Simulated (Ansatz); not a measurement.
# singlet InNH2Cl+ at 3 levels

Aim: a comparison of 3 runs (HF/3-21G, r2SCAN0/def2-SVP, CCSD/def2-SVP) of singlet InNH2Cl+. 

The calculation is run with Ansatz 0.2.0.

53 further runs of the same task are left out: 53 set aside as unsound or not needed.

### 1 The system as given

InNH2Cl+ has 5 atoms, charge +1, and is taken as a singlet. As SMILES of the parent species, `[NH2][In][Cl]`. Geometry: relaxed at PBE0-D4/def2-TZVP. This is one conformer, not always the lowest. That shape belongs to the parent species and isn't relaxed for this state.

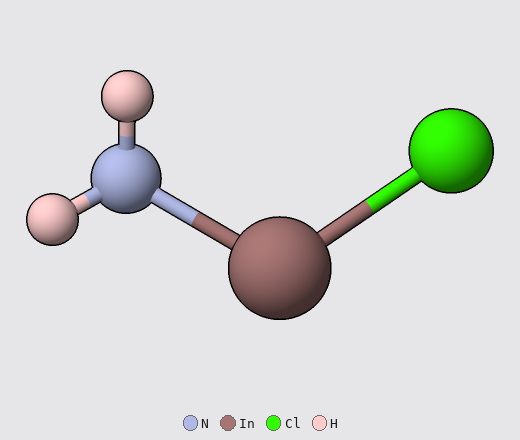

The structure, seen from a chosen angle (nitrogen light blue, indium brown, chlorine green, hydrogen pink).

### 2 The energy at HF/3-21G (run 1)

The input, run.yaml:

```yaml
basis:
  gaussian:
    orbitals: 3-21G-spherical.json
crystal:
  periodic: [false, false, false]
  atoms:
    - {symbol: N, position_ang: [-0.142600, 0.808600, -0.493900]}
    - {symbol: In, position_ang: [-0.411600, -1.217800, -0.153300]}
    - {symbol: Cl, position_ang: [1.391500, -2.211500, 1.018700]}
    - {symbol: H, position_ang: [-0.999700, 1.283800, -0.756700]}
    - {symbol: H, position_ang: [0.212300, 1.263200, 0.343800]}
total_charge: 1
accuracy: high
hamiltonian:
  xc: hf
output: {orbitals: {seedname: orbitals}}
```

The basis set 3-21G is read from a file made from the Basis Set Exchange's data (not shown).

Command:

```bash
$ ansatz run run.yaml --threads 1 --pin off --max-ram 3480MiB --events-out events.jsonl --progress --plain --runs-dir runs
```

Log:

```text
Warning: RAYON_NUM_THREADS=1 ignored (pool sized by the plan → 1); use --threads N
Functional definition: HF
  name "HF"
  exchange = exact_x
  correlation = 0
1194 factors; integrals over basis functions are off by at most 5.0e-9 eV
mean field evaluation 1: about -169441.9583 eV, gradient 4.9e1 eV
mean field evaluation 2: about -169442.0660 eV, gradient 4.9e1 eV
mean field evaluation 4: about -169447.8946 eV, gradient 4.3e0 eV
mean field evaluation 8: about -169447.9787 eV, gradient 1.4e-1 eV
mean field evaluation 16: about -169447.9790 eV, gradient 3.1e-8 eV
mean field -169447.97895796 eV, -6227.0983707397 hartree, gradient 3.1e-8 eV, S^2 0.000000; 0 other end points of the search recorded, 0 dependent functions left out
reference -169447.97895796 eV, -6227.0983707397 hartree; 37, 37 occupied and 20, 20 virtual orbitals, 1194 factors
Total energy: -169447.97895796 eV, -6227.0983707397 hartree
```

It took 1.4 s on 1 thread of Arm Neoverse V1, shared host; peak memory 0.14 GiB.

### 3 The energy at r2SCAN0/def2-SVP (core potential) (run 2)

The input, job.yaml:

```yaml
crystal:
  periodic: [false, false, false]
  atoms:
    - {symbol: "N", position_ang: [-0.142600, 0.808600, -0.493900]}
    - {symbol: In, position_ang: [-0.411600, -1.217800, -0.153300]}
    - {symbol: Cl, position_ang: [1.391500, -2.211500, 1.018700]}
    - {symbol: H, position_ang: [-0.999700, 1.283800, -0.756700]}
    - {symbol: H, position_ang: [0.212300, 1.263200, 0.343800]}
basis:
  gaussian:
    orbitals: def2-SVP
total_charge: 1
hamiltonian:
  xc: {name: r2SCAN0}
accuracy: high
output: {orbitals: {seedname: orbitals}}
```

Command:

```bash
$ ansatz run job.yaml --threads 1 --pin off --max-ram 3480MiB --events-out events.jsonl --progress --plain --runs-dir runs
```

Log:

```text
Warning: RAYON_NUM_THREADS=1 ignored (pool sized by the plan → 1); use --threads N
Functional definition: r2SCAN0
  name "r2SCAN0"
  parameter a = 0.25
  parameter k0 = 0.174
  parameter k1 = 0.065
  parameter a1 = 4.9479
  exchange = (1 - a)*r2scan_x(k0 = k0, k1 = k1, a1 = a1) + a*exact_x
  correlation = r2scan_c
1543 factors; integrals over basis functions are off by at most 3.3e-9 eV
mean field evaluation 1: about -19190.0109 eV, gradient 7.8e1 eV
mean field evaluation 2: about -19136.6846 eV, gradient 1.3e2 eV
mean field evaluation 4: about -19203.8482 eV, gradient 2.1e1 eV
mean field evaluation 8: about -19205.1788 eV, gradient 1.4e-1 eV
mean field evaluation 16: about -19205.2641 eV, gradient 2.8e-4 eV
mean field -19205.26407805 eV, -705.7804370728 hartree, gradient 6.3e-8 eV, S^2 0.000000; 0 other end points of the search recorded, 0 dependent functions left out
reference -19205.26407880 eV, -705.7804371005 hartree; 23, 23 occupied and 45, 45 virtual orbitals, 1543 factors
Total energy: -19205.26407880 eV, -705.7804371005 hartree
```

Wall time 12 s (1 thread of Arm Neoverse V1, shared host); peak memory 0.26 GiB.

### 4 The energy at CCSD/def2-SVP (core potential) (run 3)

run.yaml, as its differences from that of step 2:

```diff
@@ -1,4 +1,3 @@
 basis:
-  gaussian:
-    orbitals: 3-21G-spherical.json
+  gaussian: {orbitals: def2-SVP}
 crystal:
@@ -11,6 +10,5 @@
     - {symbol: H, position_ang: [0.212300, 1.263200, 0.343800]}
+correlation: {method: ccsd, frozen_orbitals: {Cl: 5, H: 0, In: 4, "N": 1}}
 total_charge: 1
+scf: {omitted_lower_state_checks: [cluster_reference, increment]}
 accuracy: high
-hamiltonian:
-  xc: hf
-output: {orbitals: {seedname: orbitals}}
```

Command:

```bash
$ ansatz run run.yaml --threads 1 --pin off --max-ram 3480MiB --events-out events.jsonl --progress --plain --runs-dir runs
```

Log:

```text
Warning: RAYON_NUM_THREADS=1 ignored (pool sized by the plan → 1); use --threads N
[... 12 lines left out ...]
10 core orbitals not correlated: weight in the atoms' cores, before any rotation towards them, 1.000 or more for the frozen orbitals, at most 0.000 for the correlated occupied ones
[... 30 lines left out ...]
Total energy: -19164.42737092 eV, -704.2797157660 hartree
Checks for a lower state left out: cluster_reference, increment
```

Run time: 8.1 s. Hardware: 1 thread of Arm Neoverse V1, shared host; peak memory 0.28 GiB.

### 5 Overview of the runs

| run | level | core potential | frozen core orbitals | energy (Eh) | HOMO energy (eV) | LUMO energy (eV) | HOMO–LUMO gap (eV) | wall time |
| --- | --- | --- | --- | --- | --- | --- | --- | --- |
| 1 | HF/3-21G | none | – | -6227.098371 | -16.22 | -7.60 | 8.63 | 1.4 s |
| 2 | r2SCAN0/def2-SVP (core potential) | def2-SVP | – | -705.780437 | -13.96 | -10.54 | 3.42 | 12 s |
| 3 | CCSD/def2-SVP (core potential) | def2-SVP | 10 | -704.279716 | – | – | – | 8.1 s |

### 6 Outcome

| quantity | value |
| --- | --- |
| run 3: total energy | -704.27972 Eh |
| run 3: correlation energy (10 core orbitals frozen) | -407.8 mEh |
| run 3: T1 diagnostic | 0.023 |

In words: Some runs of one species differ in core potentials or relativity; totals across that change don't compare. In run 3 the log says that unrestricted orbitals would lower the reference, so the values rest on an unstable closed-shell determinant (other closed-shell runs at this shape may share the fault). In run 1 relativity is left out where basis or elements ask for it. All runs together took 22 s, the longest 12 s.
